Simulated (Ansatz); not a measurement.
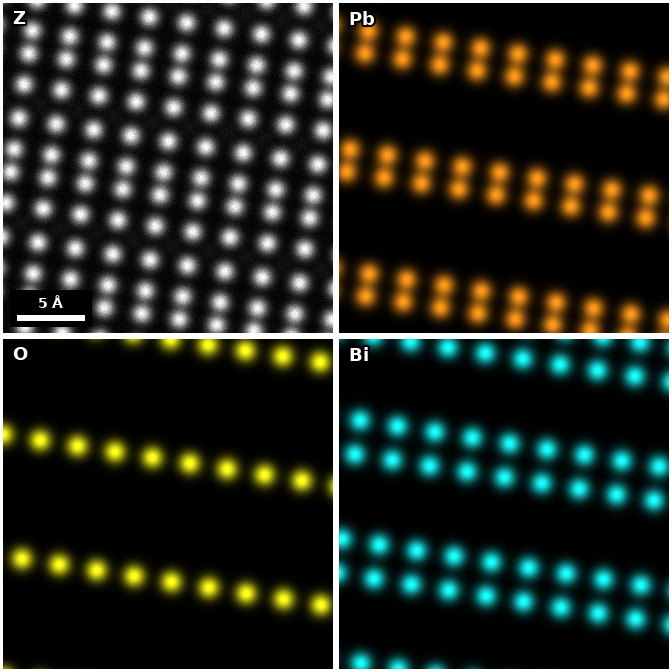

A crystal along [110]. Panel Z: The image is simulated as a sum over atoms of Z^1.8, blurred by a 1.01 Å probe (no channelling). The display is stretched by a gamma of 0.8; percentages refer to the linear signal. Shot noise was added. The other panels are simulated element maps (the number of atoms of one element along the beam, blurred by 1.3 Å; each on its own scale, no channelling).

Which columns does each element occupy?

The projected cell (2.79 × 8.86 Å, 90°) holds 5 columns: 2 of Bi, 2 of Pb and 1 of O. No column is shared by two of the mapped elements.

The crystal is BiPbO (P4/nmm, No. 129). Model: the end point of a relaxation with DFT, PAW plane waves, r2scan, spin-orbit (Ansatz); the starting structure was generated, so it need not be a known form of this composition.
